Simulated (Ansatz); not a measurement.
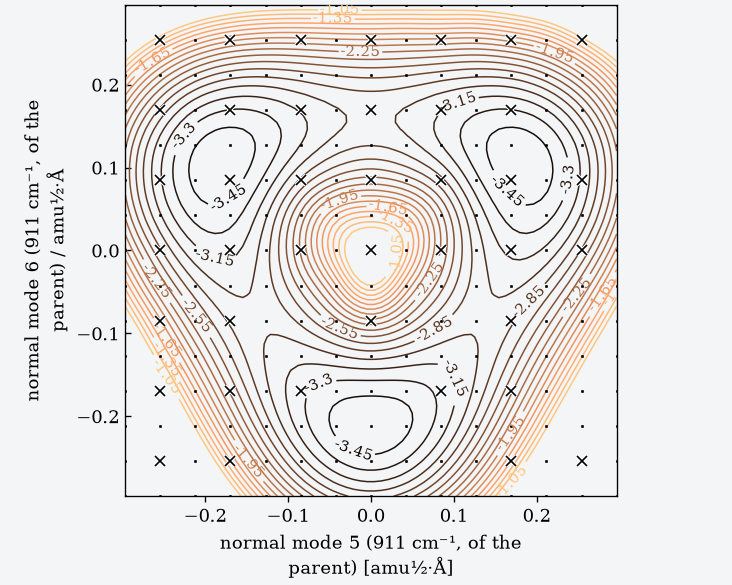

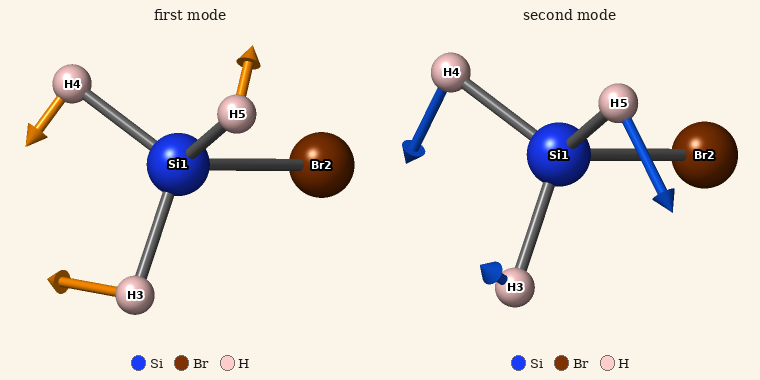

Energy landscape of BrH3Si, charge +1, spin multiplicity 2. Coordinates scanned: (1) normal mode 5 (911 cm⁻¹, of the parent); (2) normal mode 6 (911 cm⁻¹, of the parent). Nothing is relaxed (straight displacements along the two mass-weighted modes). Grid: 15 × 15 points; 99 points were computed and 86 follow by symmetry. At 40 points there is no value. Points are written as (first, second). Energies are in kJ/mol, from the ion of charge +1 at the geometry of the relaxed parent of charge +0. Near the degeneracy a single determinant is a rough description. The calculation used UKS PBE-D4/def2-TZVP (Ansatz).

The picture shows contour lines labelled in kJ/mol (none above −1.05), crosses at grid points without a value, dots at the grid points. Between grid points the surface is interpolated. The second picture is the reference structure; its two panels give the patterns of the first and the second mode as arrows.

> Where are the wells?

The lowest grid point is at (0.000 amu½·Å, −0.212 amu½·Å), −3.56 kJ/mol from the ion of charge +1 at the geometry of the relaxed parent of charge +0; the map holds 3 wells of about this depth. The highest grid point, (−0.296 amu½·Å, −0.296 amu½·Å), lies 7.42 kJ/mol above the lowest. On the interpolated surface the easiest way out of the lowest well to a well of about the same depth near (0.169 amu½·Å, 0.127 amu½·Å) passes a barrier of about 0.58 kJ/mol.

Grid values (kJ/mol):

| second ↓, first → | −0.296 | −0.254 | −0.212 | −0.169 | −0.127 | −0.085 | −0.042 | 0.000 | 0.042 | 0.085 | 0.127 | 0.169 | 0.212 | 0.254 | 0.296 |
| --- | --- | --- | --- | --- | --- | --- | --- | --- | --- | --- | --- | --- | --- | --- | --- |
| 0.296 | 0.89 | 0.12 | −0.39 | −0.69 | −0.82 | −0.86 | −0.86 | −0.85 | −0.86 | −0.86 | −0.82 | −0.69 | −0.39 | 0.12 | 0.89 |
| 0.254 | −0.41 | – | −1.65 | – | −2.00 | – | −1.97 | – | −1.97 | – | −2.00 | – | −1.65 | – | −0.41 |
| 0.212 | −1.38 | −2.11 | −2.57 | −2.78 | −2.81 | −2.76 | −2.69 | −2.66 | −2.69 | −2.76 | −2.81 | −2.78 | −2.57 | −2.11 | −1.38 |
| 0.169 | −2.03 | – | −3.15 | – | −3.27 | – | −3.01 | – | −3.01 | – | −3.27 | – | −3.15 | −2.74 | −2.03 |
| 0.127 | −2.37 | −3.07 | −3.44 | −3.53 | −3.39 | −3.15 | −2.94 | −2.86 | −2.94 | −3.15 | −3.39 | −3.53 | −3.44 | −3.07 | −2.37 |
| 0.085 | −2.44 | – | −3.48 | – | −3.26 | – | −2.47 | – | −2.47 | – | −3.26 | – | −3.48 | – | −2.44 |
| 0.042 | −2.27 | −2.98 | −3.35 | −3.36 | −3.03 | −2.37 | −1.64 | −1.39 | −1.64 | −2.37 | −3.03 | −3.36 | −3.35 | −2.98 | −2.27 |
| 0.000 | −1.91 | – | −3.11 | – | −2.91 | – | −1.29 | – | −1.29 | – | −2.91 | – | −3.11 | – | −1.91 |
| −0.042 | −1.40 | −2.28 | −2.82 | −3.03 | −2.92 | −2.50 | −1.81 | −1.05 | −1.81 | −2.50 | −2.92 | −3.03 | −2.82 | −2.28 | −1.40 |
| −0.085 | −0.78 | – | −2.49 | – | −2.98 | −2.81 | −2.45 | – | −2.45 | −2.81 | −2.98 | – | −2.49 | −1.79 | −0.78 |
| −0.127 | −0.06 | −1.23 | −2.11 | −2.69 | −3.01 | −3.09 | −3.02 | −2.94 | −3.02 | −3.09 | −3.01 | −2.69 | −2.11 | −1.23 | −0.06 |
| −0.169 | 0.75 | – | −1.65 | – | −2.96 | – | −3.38 | −3.41 | −3.38 | – | −2.96 | – | −1.65 | −0.59 | 0.75 |
| −0.212 | 1.66 | 0.15 | −1.08 | −2.05 | −2.75 | −3.22 | −3.48 | −3.56 | −3.48 | −3.22 | −2.75 | −2.05 | −1.08 | 0.15 | 1.66 |
| −0.254 | 2.69 | – | −0.38 | – | −2.34 | −2.93 | −3.28 | −3.40 | −3.28 | −2.93 | −2.34 | – | −0.38 | – | 2.69 |
| −0.296 | 3.86 | 2.04 | 0.51 | −0.73 | −1.69 | −2.37 | −2.77 | −2.91 | −2.77 | −2.37 | −1.69 | −0.73 | 0.51 | 2.04 | 3.86 |

The input of one point:

```yaml
crystal:
  periodic: [false, false, false]
  atoms:
    - { symbol: Si, position_ang: [0.006467, 0.001659, -0.163648] }
    - { symbol: Br, position_ang: [0.012985, -0.020697, 2.071518] }
    - { symbol: H, position_ang: [1.429962, 0.010885, -0.596036] }
    - { symbol: H, position_ang: [-0.830147, 1.149212, -0.643784] }
    - { symbol: H, position_ang: [-0.822265, -1.14178, -0.666722] }
magnetization:
  spin_polarized: true
  initial_magnetization: 1
total_charge: 1
basis:
  gaussian: { orbitals: def2-TZVP }
hamiltonian:
  xc: pbe
  dispersion: d4
output:
  forces: true
```

Each point was launched as `ansatz run input.yaml --threads 1 --pin off --max-ram 2560MiB --backend cpu --events-out ev --progress --plain --runs-dir out`. The whole map (99 points run) took 14 min on 1 thread of Arm Neoverse V2, on a shared host.
